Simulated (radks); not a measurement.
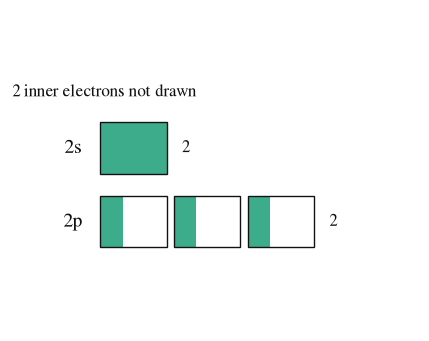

*The outer shells as the input fills them: a box for each of the 2l + 1 orbitals, shaded by the share of the shell that is filled, with the electron count at the right.*

# Run report: F³⁺, atomic calculation

F³⁺, configuration [He] 2s2 2p2. Level asked for: non-relativistic Kohn-Sham, Tao-Mo meta-GGA, spin-polarised, spherical densities, point nucleus (radks).

Input file:
```
Z 9
configuration [He] 2s2 2p2
relativity non-relativistic
functional tm,tm
spin polarised
nucleus point
```

Energies in input and log are in hartree, lengths in bohr.

Hardware: 1 CPU thread, shared host.

Log:
```
1s      1   1.0000         -27.37302251
2s      1   1.0000          -3.46085923
2p      1   2.0000          -2.75626817
1s      2   1.0000         -27.28410248
2s      2   1.0000          -3.23990433
2p      2   0.0000          -4.22445887
Etot -95.47182147664262
Ekin 95.34645830756376
Encl -213.51434878796724
Eh 31.255539340585848
Exc -8.559470336824994
err 0.004366904554699581
it 170
```

Outcome:

| quantity | value |
| --- | --- |
| outcome | not converged |
| total energy | −95.471821 hartree |
| kinetic energy | 95.346458 hartree |
| electron–nucleus energy | −213.514349 hartree |
| Hartree energy | 31.255539 hartree |
| exchange–correlation energy | −8.559470 hartree |
| SCF iterations | 170 |
| wall time | 1.5 s |

Diagnosis:

The run did not meet its convergence test in 170 iterations, so its last values are not results.
